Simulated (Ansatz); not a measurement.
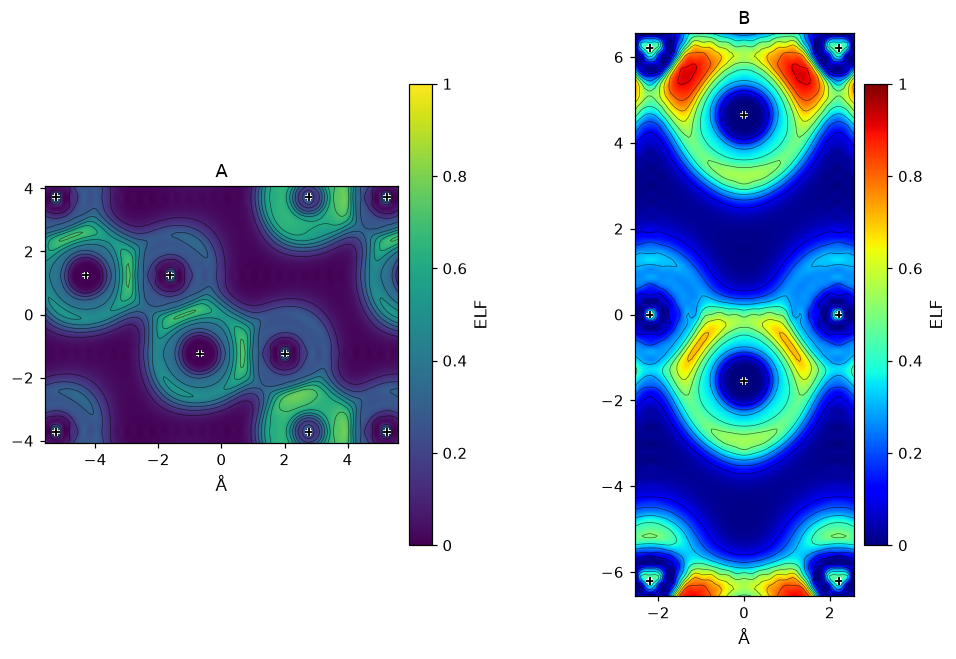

The ELF of 2 systems, each on a plane through atoms (crosses mark nuclei in the plane).

Theory: DFT PBE, spin-orbit coupling, plane waves, PAW (Ansatz 0.2.0).

System 1: Al3GaSb4, the (010) plane of the conventional cell. Space group P-4m2; a structure generated by program, which may or may not match a known phase.

```
Al Ga Sb
1.0
     4.40539    0.00000    0.00000
     0.00000    4.40539    0.00000
     0.00000    0.00000   12.41305
Al Ga Sb
3 1 4
Direct
  0.50000 0.50000 0.24949
  0.00000 0.00000 0.50000
  0.50000 0.50000 0.75051
  0.00000 0.00000 0.00000
  0.50000 0.00000 0.37474
  0.00000 0.50000 0.62526
  0.50000 0.00000 0.87528
  0.00000 0.50000 0.12472
```

System 2: Ga3Sb2As, the (110) plane of the conventional cell. Space group P3m1; a structure generated by program, which may or may not match a known phase.

```
Ga Sb As
1.0
     4.29057    0.00000    0.00000
    -2.14529    3.71575    0.00000
     0.00000    0.00000   10.50205
Ga Sb As
3 2 1
Direct
  0.00000 0.00000 0.98768
  0.66667 0.33333 0.33267
  0.33333 0.66667 0.67900
  0.66667 0.33333 0.07765
  0.33333 0.66667 0.42240
  0.00000 0.00000 0.75060
```

Question: Match each panel to its system.

Answer: Panel A is system 2, Ga3Sb2As: the plane holds Ga, Sb and As. Ga–As (2.49 Å): the ELF peaks at about 0.80 between the atoms. Panel B is system 1, Al3GaSb4: the plane holds Al, Ga and Sb. Ga–Sb (2.69 Å): the ELF peaks at about 0.70 between the atoms.
